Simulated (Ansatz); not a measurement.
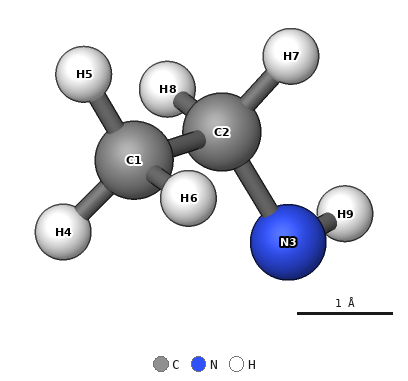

The structure as given in the input (ball-and-stick view, seen at a tilt; atoms are numbered from 1 in the order of the input).

# Nudged elastic band of C2H6N

System: C2H6N, multiplicity 2.
Method: UKS PBE0-D4/def2-SVP (Ansatz 0.2.0).

It belongs to a series of runs on one base structure; here: band between the two ends. Figures and captions count atoms from 1; the log counts them from 0 in places.

The input:
```yaml
crystal:
  periodic: [false, false, false]
  atoms:
    - { symbol: C, position_ang: [-0.555608, 0.653591, -0.584365] }
    - { symbol: C, position_ang: [0.396817, -0.326325, 0.074309] }
    - { symbol: "N", position_ang: [0.042083, -0.605794, 1.430088] }
    - { symbol: H, position_ang: [-1.581275, 0.255344, -0.577359] }
    - { symbol: H, position_ang: [-0.268733, 0.855463, -1.627493] }
    - { symbol: H, position_ang: [-0.565462, 1.607633, -0.036212] }
    - { symbol: H, position_ang: [1.439809, 0.059389, 0.026303] }
    - { symbol: H, position_ang: [0.440053, -1.272971, -0.50969] }
    - { symbol: H, position_ang: [0.740914, -1.272629, 1.787317] }
magnetization:
  spin_polarized: true
  initial_magnetization: 1
basis:
  gaussian: { orbitals: def2-SVP }
hamiltonian:
  xc: pbe0
  dispersion: d4
neb:
  order_check: false
  images: 5
  f_tol: 0.05
  max_iterations: 60
  final_atoms:
    - { symbol: C, position_ang: [-0.19068643, 0.92286713, -0.84241605] }
    - { symbol: C, position_ang: [0.39365818, -0.22845356, -0.11356813] }
    - { symbol: "N", position_ang: [-0.28095432, -0.45538319, 1.14995048] }
    - { symbol: H, position_ang: [-1.24073136, -0.7528185, 0.98413664] }
    - { symbol: H, position_ang: [-0.01661122, 1.05413406, -1.91289687] }
    - { symbol: H, position_ang: [-0.63311214, 1.74297365, -0.27075079] }
    - { symbol: H, position_ang: [1.46150178, -0.01438526, 0.1121667] }
    - { symbol: H, position_ang: [0.42501671, -1.11066641, -0.79336577] }
    - { symbol: H, position_ang: [0.17051681, -1.20456692, 1.66964178] }
  initial_path:
    images:
      - { positions_ang: [[-0.555608, 0.653591, -0.584365], [0.396817, -0.326325, 0.074309], [0.042083, -0.605794, 1.430088], [-1.581275, 0.255344, -0.577359], [-0.268733, 0.855463, -1.627493], [-0.565462, 1.607633, -0.036212], [1.439809, 0.059389, 0.026303], [0.440053, -1.272971, -0.50969], [0.740914, -1.272629, 1.787317]] }
      - { positions_ang: [[-0.54896437, 0.64943738, -0.63512499], [0.37499011, -0.31811367, 0.03415963], [-0.04034979, -0.60474859, 1.37544523], [-1.36600846, 0.16207441, -0.27462091], [-0.24354556, 0.87228756, -1.67487033], [-0.59742827, 1.61926382, -0.09039514], [1.41566382, 0.0845063, 0.02327301], [0.44487168, -1.24528054, -0.55781643], [0.64936885, -1.26572568, 1.78284793]] }
      - { positions_ang: [[-0.54232073, 0.64528376, -0.68588499], [0.35316322, -0.30990233, -0.00598974], [-0.12278259, -0.60370317, 1.32080246], [-1.15074193, 0.06880482, 0.02811718], [-0.21835812, 0.88911212, -1.72224766], [-0.62939454, 1.63089463, -0.14457829], [1.39151864, 0.10962361, 0.02024302], [0.44969036, -1.21759008, -0.60594286], [0.55782369, -1.25882236, 1.77837887]] }
      - { positions_ang: [[-0.5356771, 0.64113014, -0.73664498], [0.33133633, -0.301691, -0.04613911], [-0.20521538, -0.60265776, 1.2661597], [-0.93547539, -0.02446476, 0.33085527], [-0.19317068, 0.90593668, -1.76962499], [-0.66136081, 1.64252545, -0.19876143], [1.36737346, 0.13474091, 0.01721303], [0.45450904, -1.18989962, -0.65406929], [0.46627854, -1.25191903, 1.7739098]] }
      - { positions_ang: [[-0.42068021, 0.73504247, -0.771902], [0.35211028, -0.27727852, -0.06861545], [-0.2304617, -0.55356623, 1.22742329], [-1.03722738, -0.26724934, 0.54861573], [-0.13431753, 0.9553358, -1.81738228], [-0.65194459, 1.67600818, -0.22275789], [1.39874957, 0.08503219, 0.04886426], [0.44467826, -1.16348855, -0.70050145], [0.36769129, -1.236135, 1.7391538]] }
      - { positions_ang: [[-0.30568332, 0.8289548, -0.80715903], [0.37288423, -0.25286604, -0.09109179], [-0.25570801, -0.50447471, 1.18868689], [-1.13897937, -0.51003392, 0.76637618], [-0.07546438, 1.00473493, -1.86513957], [-0.64252837, 1.70949091, -0.24675434], [1.43012568, 0.03532347, 0.08051548], [0.43484748, -1.13707748, -0.74693361], [0.26910405, -1.22035096, 1.70439779]] }
      - { positions_ang: [[-0.19068643, 0.92286713, -0.84241605], [0.39365818, -0.22845356, -0.11356813], [-0.28095432, -0.45538319, 1.14995048], [-1.24073136, -0.7528185, 0.98413664], [-0.01661122, 1.05413406, -1.91289687], [-0.63311214, 1.74297365, -0.27075079], [1.46150178, -0.01438526, 0.1121667], [0.42501671, -1.11066641, -0.79336577], [0.17051681, -1.20456692, 1.66964178]] }
```

Hardware: 2 threads of Intel Xeon (Emerald Rapids), 16 GiB of memory available, shared host.

Run as:
```bash
ansatz run input.yaml --threads 2 --pin off --max-ram 3072MiB --backend cpu --events-out ev --progress --plain --runs-dir out
```

What the program printed:
```
Engine: ansatz 0.2.0, x86_64-unknown-linux-gnu
Functional definition: PBE0
  parameter a = 0.25
  parameter kappa = 0.804
  parameter beta = 0.06672455060314922
  exchange = (1 - a)*pbe_x(kappa = kappa, mu = beta*pi^2/3) + a*exact_x
  correlation = pbe_c(beta = beta)
823 factors; integrals over basis functions are off by at most 3.1e-4 eV
mean field evaluation 1: about -3648.0371 eV, gradient 3.1e1 eV
mean field evaluation 2: about -3647.0744 eV, gradient 3.4e1 eV
mean field evaluation 4: about -3652.9368 eV, gradient 7.7e-1 eV
mean field evaluation 8: about -3652.9638 eV, gradient 4.6e-2 eV
mean field evaluation 16: about -3652.9638 eV, gradient 3.0e-5 eV
mean field -3652.96377515 eV, -134.2439426691 hartree, gradient 3.0e-5 eV, S^2 0.753802; 0 other end points of the search recorded, 0 dependent functions left out
the calculation of the forces begins
reference -3652.96379740 eV, -134.2439434865 hartree; 13, 12 occupied and 59, 60 virtual orbitals, 823 factors
823 factors; integrals over basis functions are off by at most 1.3e-3 eV
mean field evaluation 32: about -3652.8355 eV, gradient 5.0e-5 eV
mean field -3652.83553386 eV, -134.2392298885 hartree, gradient 5.0e-5 eV, S^2 0.754645; 0 other end points of the search recorded, 0 dependent functions left out
[... from here on the field's lines of each further geometry are left out, up to the last ...]
NEB iter   1: max|band force component| = 5.698e0 eV/Å  barrier→ = 4.5911 eV  barrier← = 4.4645 eV  Δτ_max = 0.2000 Å  (234 SCF iters)
NEB iter   2: max|band force component| = 3.633e0 eV/Å  barrier→ = 3.1795 eV  barrier← = 3.0528 eV  Δτ_max = 0.2000 Å  (173 SCF iters)
NEB iter   3: max|band force component| = 1.271e0 eV/Å  barrier→ = 2.2572 eV  barrier← = 2.1306 eV  Δτ_max = 0.1979 Å  (170 SCF iters)
NEB iter   4: max|band force component| = 8.544e-1 eV/Å  barrier→ = 1.8226 eV  barrier← = 1.6960 eV  Δτ_max = 0.1990 Å  (168 SCF iters)
NEB iter   5: max|band force component| = 7.100e-1 eV/Å  barrier→ = 1.4172 eV  barrier← = 1.2905 eV  Δτ_max = 0.1965 Å  (164 SCF iters)
NEB iter   6: max|band force component| = 5.383e-1 eV/Å  barrier→ = 1.1511 eV  barrier← = 1.0245 eV  Δτ_max = 0.1963 Å  (166 SCF iters)
NEB iter   7: max|band force component| = 7.723e-1 eV/Å  barrier→ = 1.0346 eV  barrier← = 0.9080 eV  Δτ_max = 0.1004 Å  (157 SCF iters)
NEB iter   8: max|band force component| = 1.989e0 eV/Å  barrier→ = 1.0045 eV  barrier← = 0.8778 eV  CI = image 3  Δτ_max = 0.1007 Å  (162 SCF iters)
NEB iter   9: max|band force component| = 2.063e0 eV/Å  barrier→ = 1.1095 eV  barrier← = 0.9828 eV  CI = image 3  Δτ_max = 0.1997 Å  (162 SCF iters)
NEB iter  10: max|band force component| = 1.821e0 eV/Å  barrier→ = 1.5110 eV  barrier← = 1.3843 eV  CI = image 3  Δτ_max = 0.2000 Å  (158 SCF iters)
NEB iter  11: max|band force component| = 8.648e-1 eV/Å  barrier→ = 1.6122 eV  barrier← = 1.4856 eV  CI = image 3  Δτ_max = 0.1985 Å  (162 SCF iters)
NEB iter  12: max|band force component| = 1.050e0 eV/Å  barrier→ = 1.6217 eV  barrier← = 1.4951 eV  CI = image 3  Δτ_max = 0.1007 Å  (159 SCF iters)
NEB iter  13: max|band force component| = 1.177e0 eV/Å  barrier→ = 1.5968 eV  barrier← = 1.4702 eV  CI = image 3  Δτ_max = 0.0503 Å  (164 SCF iters)
NEB iter  14: max|band force component| = 2.795e-1 eV/Å  barrier→ = 1.5963 eV  barrier← = 1.4697 eV  CI = image 3  Δτ_max = 0.1008 Å  (161 SCF iters)
NEB iter  15: max|band force component| = 2.444e-1 eV/Å  barrier→ = 1.5960 eV  barrier← = 1.4694 eV  CI = image 3  Δτ_max = 0.1976 Å  (156 SCF iters)
NEB iter  16: max|band force component| = 3.192e-1 eV/Å  barrier→ = 1.5960 eV  barrier← = 1.4694 eV  CI = image 3  Δτ_max = 0.1004 Å  (148 SCF iters)
NEB iter  17: max|band force component| = 2.739e-1 eV/Å  barrier→ = 1.5960 eV  barrier← = 1.4694 eV  CI = image 3  Δτ_max = 0.0999 Å  (148 SCF iters)
NEB iter  18: max|band force component| = 2.825e-1 eV/Å  barrier→ = 1.5960 eV  barrier← = 1.4694 eV  CI = image 3  Δτ_max = 0.1006 Å  (148 SCF iters)
NEB iter  19: max|band force component| = 3.068e-1 eV/Å  barrier→ = 1.5960 eV  barrier← = 1.4694 eV  CI = image 3  Δτ_max = 0.1967 Å  (150 SCF iters)
NEB iter  20: max|band force component| = 3.610e-1 eV/Å  barrier→ = 1.5960 eV  barrier← = 1.4694 eV  CI = image 3  Δτ_max = 0.0998 Å  (151 SCF iters)
NEB iter  21: max|band force component| = 3.901e-1 eV/Å  barrier→ = 1.5960 eV  barrier← = 1.4694 eV  CI = image 3  Δτ_max = 0.0504 Å  (145 SCF iters)
NEB iter  22: max|band force component| = 3.399e-1 eV/Å  barrier→ = 1.5960 eV  barrier← = 1.4694 eV  CI = image 3  Δτ_max = 0.1006 Å  (148 SCF iters)
NEB iter  23: max|band force component| = 3.054e-1 eV/Å  barrier→ = 1.5960 eV  barrier← = 1.4694 eV  CI = image 3  Δτ_max = 0.2000 Å  (146 SCF iters)
NEB iter  24: max|band force component| = 3.478e-1 eV/Å  barrier→ = 1.5960 eV  barrier← = 1.4694 eV  CI = image 3  Δτ_max = 0.1973 Å  (140 SCF iters)
NEB iter  25: max|band force component| = 2.615e-1 eV/Å  barrier→ = 1.5960 eV  barrier← = 1.4694 eV  CI = image 3  Δτ_max = 0.1754 Å  (141 SCF iters)
NEB iter  26: max|band force component| = 3.533e-1 eV/Å  barrier→ = 1.5960 eV  barrier← = 1.4694 eV  CI = image 3  Δτ_max = 0.0456 Å  (144 SCF iters)
NEB iter  27: max|band force component| = 1.038e-1 eV/Å  barrier→ = 1.5960 eV  barrier← = 1.4694 eV  CI = image 3  Δτ_max = 0.0304 Å  (143 SCF iters)
the calculation of the forces begins
reference -3652.75746114 eV, -134.2363607688 hartree; 13, 12 occupied and 59, 60 virtual orbitals, 823 factors
824 factors; integrals over basis functions are off by at most 9.3e-4 eV
mean field -3651.36696693 eV, -134.1852610491 hartree, gradient 1.9e-5 eV, S^2 0.760134; 1 other end points of the search recorded, 0 dependent functions left out
the calculation of the forces begins
reference -3651.36698908 eV, -134.1852618631 hartree; 13, 12 occupied and 59, 60 virtual orbitals, 824 factors
NEB iter  28: max|band force component| = 3.190e-2 eV/Å  barrier→ = 1.5960 eV  barrier← = 1.4694 eV  CI = image 3  Δτ_max = 0.0000 Å  (284 SCF iters)
```

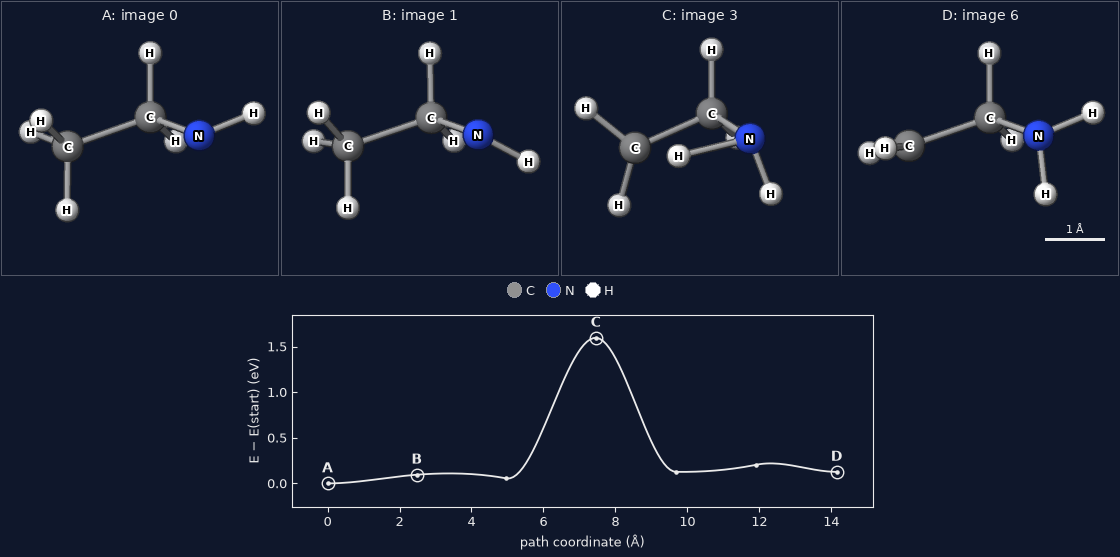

Images of the last band (counted from 0; ball-and-stick, seen at a tilt) above the energy along the path; the line is a cubic interpolation that uses the forces. The highest image is number 3, 1.596 eV above the start and 1.469 eV above the end (the climbing image); the end lies 0.127 eV above the start. The path is 14.15 Å long. The band converged in 28 iterations.

```
Total energy: -3651.45524436 eV, -134.1885051850 hartree
Atom 0 at    -0.438246     0.612385    -0.547509 Å, force     0.000000     0.000007     0.000003 eV/Å
Atom 1 at     0.723856    -0.192072    -0.033540 Å, force    -0.000000    -0.000002     0.000002 eV/Å
Atom 2 at    -0.015314    -0.559413     1.201159 Å, force    -0.000005    -0.000023    -0.000001 eV/Å
Atom 3 at    -0.871307     0.311351     0.737743 Å, force     0.000007    -0.000002    -0.000003 eV/Å
Atom 4 at    -1.098956     0.140324    -1.282889 Å, force     0.000006    -0.000004    -0.000006 eV/Å
Atom 5 at    -0.333775     1.700486    -0.629560 Å, force    -0.000005     0.000005     0.000001 eV/Å
Atom 6 at     1.611065     0.409341     0.213879 Å, force    -0.000003     0.000004    -0.000006 eV/Å
Atom 7 at     1.038116    -1.043690    -0.656233 Å, force    -0.000001    -0.000001     0.000003 eV/Å
Atom 8 at    -0.526842    -1.425013     0.979848 Å, force     0.000001     0.000016     0.000007 eV/Å
Dipole moment:    -0.047690    -0.113011    -0.305960 e Å
this run last wrote the band of iteration 28 to [file]
```

The last band as extended XYZ (Å, eV, eV/Å):
```
9
Properties=species:S:1:pos:R:3:forces:R:3 image=0 energy=-3653.05125
C    -0.5556    0.6536   -0.5844   -0.0055  -0.0032   0.0114
C     0.3968   -0.3263    0.0743    0.0140  -0.0070  -0.0024
N     0.0421   -0.6058    1.4301   -0.0096   0.0083  -0.0015
H    -1.5813    0.2553   -0.5774   -0.0030   0.0017  -0.0018
H    -0.2687    0.8555   -1.6275    0.0044  -0.0034   0.0021
H    -0.5655    1.6076   -0.0362   -0.0005   0.0002  -0.0008
H     1.4398    0.0594    0.0263   -0.0007  -0.0005   0.0000
H     0.4401   -1.2730   -0.5097   -0.0013   0.0027   0.0011
H     0.7409   -1.2726    1.7873    0.0022   0.0012  -0.0083
9
Properties=species:S:1:pos:R:3:forces:R:3 image=1 energy=-3652.95576
C    -0.5827    0.5591   -0.5898   -0.0039   0.0056  -0.0113
C     0.4206   -0.4033    0.0395   -0.0144   0.0016   0.0208
N     0.7277    0.0033    1.3809   -0.0251   0.0291  -0.0099
H    -0.9334    0.1767   -1.5589    0.0259   0.0176  -0.0650
H    -0.1415    1.5541   -0.7405    0.0200   0.0309   0.0343
H    -1.4578    0.6798    0.0654   -0.0400  -0.0307  -0.0161
H     1.3653   -0.3517   -0.5427   -0.0177  -0.0255  -0.0018
H     0.0593   -1.4450   -0.0606   -0.0346  -0.0083   0.0281
H     0.6311   -0.8194    1.9898    0.0899  -0.0202   0.0210
9
Properties=species:S:1:pos:R:3:forces:R:3 image=2 energy=-3652.99589
C    -0.5527    0.5120   -0.4862    0.0071   0.0022  -0.0016
C     0.6352   -0.3051    0.0101    0.0016   0.0069  -0.0016
N     0.6465   -0.6521    1.3977   -0.0266   0.0022  -0.0114
H    -1.4763   -0.0894   -0.5232    0.0231   0.0169   0.0524
H    -0.3680    0.9049   -1.4986   -0.0301  -0.0319   0.0087
H    -0.7334    1.3736    0.1762    0.0181   0.0144  -0.0328
H     1.5856    0.2059   -0.2301    0.0032   0.0074   0.0172
H     0.6881   -1.2595   -0.5614    0.0141   0.0077  -0.0042
H    -0.3365   -0.7366    1.6984   -0.0104  -0.0258  -0.0267
9
Properties=species:S:1:pos:R:3:forces:R:3 image=3 energy=-3651.45522
C    -0.4382    0.6124   -0.5475    0.0000   0.0000   0.0000
C     0.7239   -0.1921   -0.0335    0.0000   0.0000   0.0000
N    -0.0153   -0.5594    1.2012    0.0000   0.0000   0.0000
H    -0.8713    0.3114    0.7377    0.0000   0.0000   0.0000
H    -1.0990    0.1403   -1.2829    0.0000   0.0000   0.0000
H    -0.3338    1.7005   -0.6296    0.0000   0.0000   0.0000
H     1.6111    0.4093    0.2139    0.0000   0.0000   0.0000
H     1.0381   -1.0437   -0.6562    0.0000   0.0000   0.0000
H    -0.5268   -1.4250    0.9798    0.0000   0.0000   0.0000
9
Properties=species:S:1:pos:R:3:forces:R:3 image=4 energy=-3652.92452
C    -0.2746    0.7126   -0.8934   -0.0082   0.0052  -0.0308
C     0.5741   -0.0252    0.0825   -0.0041   0.0331   0.0073
N    -0.1086   -0.9252    0.9901   -0.0197  -0.0316   0.0143
H    -0.7852   -0.4079    1.5494    0.0103  -0.0029   0.0070
H    -1.3480    0.8332   -0.7166    0.0064   0.0006   0.0147
H     0.1703    1.2707   -1.7227    0.0124  -0.0111  -0.0002
H     1.1572    0.6956    0.6943    0.0023   0.0055  -0.0018
H     1.3535   -0.5943   -0.4601   -0.0023   0.0007  -0.0044
H    -0.6502   -1.6057    0.4594    0.0029   0.0005  -0.0060
9
Properties=species:S:1:pos:R:3:forces:R:3 image=5 energy=-3652.84643
C    -0.1784    1.0078   -0.7545    0.0165  -0.0233   0.0064
C     0.4545   -0.0963    0.0120    0.0109   0.0134  -0.0034
N    -0.4290   -0.6507    1.0240    0.0031  -0.0176   0.0038
H    -1.2141   -1.1255    0.5795    0.0142   0.0096   0.0208
H    -1.2262    0.9411   -1.0581   -0.0480   0.0006   0.0310
H     0.4236    1.8123   -1.1806    0.0263  -0.0028  -0.0396
H     1.3620    0.2845    0.5121   -0.0056   0.0129   0.0180
H     0.8337   -0.8591   -0.7164    0.0193   0.0121   0.0091
H     0.0624   -1.3604    1.5648   -0.0366  -0.0050  -0.0460
9
Properties=species:S:1:pos:R:3:forces:R:3 image=6 energy=-3652.92462
C    -0.1907    0.9229   -0.8424    0.0004  -0.0045   0.0012
C     0.3937   -0.2285   -0.1136   -0.0024   0.0044  -0.0036
N    -0.2810   -0.4554    1.1500   -0.0002  -0.0041   0.0078
H    -1.2407   -0.7528    0.9841    0.0031   0.0020  -0.0010
H    -0.0166    1.0541   -1.9129    0.0000   0.0007   0.0007
H    -0.6331    1.7430   -0.2708    0.0003   0.0000  -0.0010
H     1.4615   -0.0144    0.1122   -0.0016  -0.0019   0.0003
H     0.4250   -1.1107   -0.7934    0.0024   0.0007  -0.0022
H     0.1705   -1.2046    1.6696   -0.0021   0.0028  -0.0021
```

Key numbers:

- outcome: converged
- barrier, forward: 1.596 eV
- barrier, backward: 1.469 eV
- wall time: 3 min (CPU time 5.6 min)
- peak memory: 0.18 GiB

Notes:

The order of the saddle point was not checked.
